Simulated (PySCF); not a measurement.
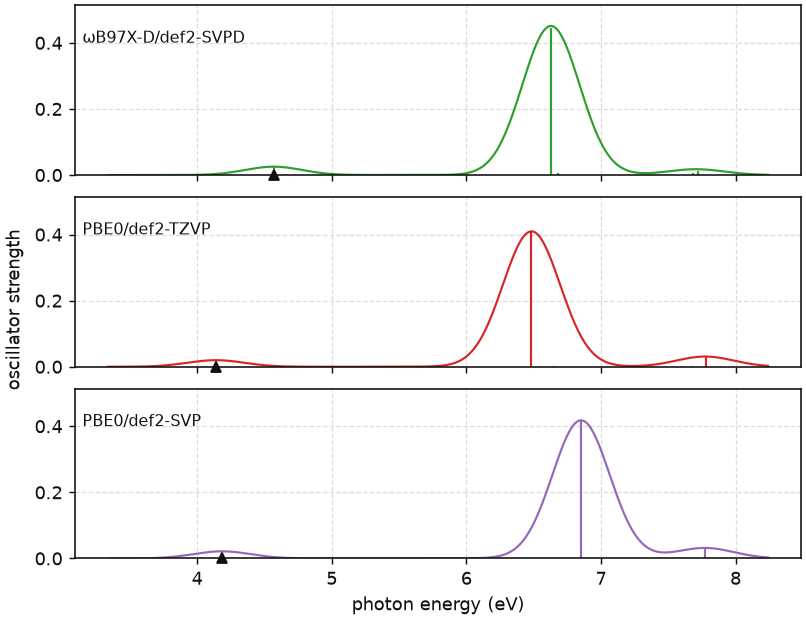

Vertical TDDFT spectra of C₅H₅Cl, SMILES CC1=CC/1=C/Cl at one geometry and several levels (PySCF 2.14.0, at a PBE0-D3(BJ)/def2-SVP geometry (no frequency check)); sticks with Gaussians of 1/e half-width 0.30 eV, the triangle marks S1, which has the same leading orbital pair at all these levels. Only the lowest states were computed, so the high end is incomplete.

How far does S1 move with the level of theory?

Answer. From lowest to highest: PBE0/def2-TZVP 4.14 eV, PBE0/def2-SVP 4.18 eV, ωB97X-D/def2-SVPD 4.57 eV; a spread of 0.43 eV.

Caveats, for all or some of the runs: core orbitals are frozen in the response; def2-SVP has no diffuse functions, so states with Rydberg character are missing or too high; def2-TZVP has no diffuse functions, so states with Rydberg character are missing or too high; states above the negative HOMO energy depend on the basis.
